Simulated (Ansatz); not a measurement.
The starting structures come from a database of crystals and need not be the phases stable at ambient conditions.

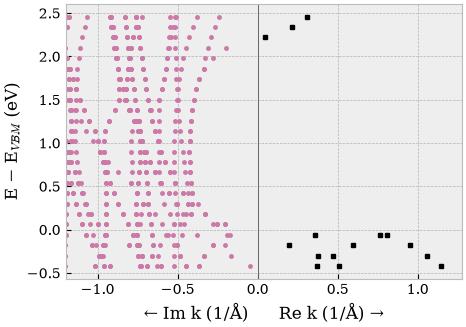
Fig. 1. Complex bands at the centre of the two-dimensional zone; r2SCAN run with Ansatz (an electronic-structure program)

No gap correction and no spin-orbit coupling; mid-gap values are interpolated between computed energies.

This is AgNO₃ (R3c, not sure to be the ambient phase, 10 atoms a cell, 13.2 Å³ an atom, -3 GPa at this level) along the normal of (110). Read off the slowest decay at the centre of the two-dimensional zone at 1.14 eV, the computed energy nearest the middle of the gap.

κ ≈ 0.42 1/Å, a decay length 1/(2κ) of the density of 1.2 Å.
